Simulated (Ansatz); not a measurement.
```xyz
6
Lattice="4.8912 0.0000 0.0000 -2.4456 4.2359 0.0000 0.0000 0.0000 9.6201" Properties=species:S:1:pos:R:3 pbc="T T T"
Mg    0.0000    2.8240    0.0000
Mg    2.4456    1.4120    0.0000
Zn    0.0000    0.0000    4.8101
Se    0.0000    0.0000    2.5100
Se    0.0000    0.0000    7.1101
S     0.0000    0.0000    0.0000
```

Space group P6/mmm; a structure generated by program, which may or may not match a known phase.

All numbers below come from DFT PBE, scalar-relativistic, plane waves, PAW in Ansatz 0.2.0.

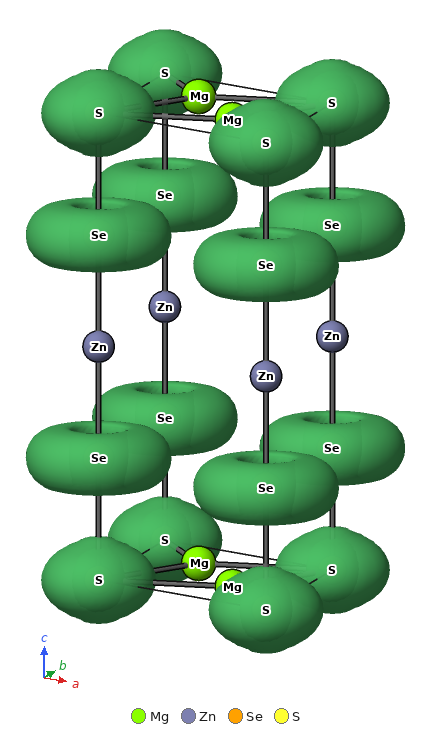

Mg$_{2}$ZnSe$_{2}$S. Isosurface of the electron localisation function at 0.75 (green), seen slightly off an axis. Core shells and regions of very low density are left out. Sticks mark near contacts.

Core electrons are frozen (PAW), and the valence fields are smoothed inside the atomic spheres.

Describe the localisation domains.

The ELF exceeds this value in one region wrapped around S (its valence shell) and two regions wrapped around Se (the valence shell of each), counted in one cell of 6 atoms. Regions shared between cells count once.

Values along the shortest contacts:
Zn–Se (2.30 Å): the ELF is about 0.50 at the midpoint. Se–S (2.51 Å): the ELF peaks at about 0.80 in the valence shell of S, 0.8 Å from its nucleus, and drops to about 0.45 between the two atoms.
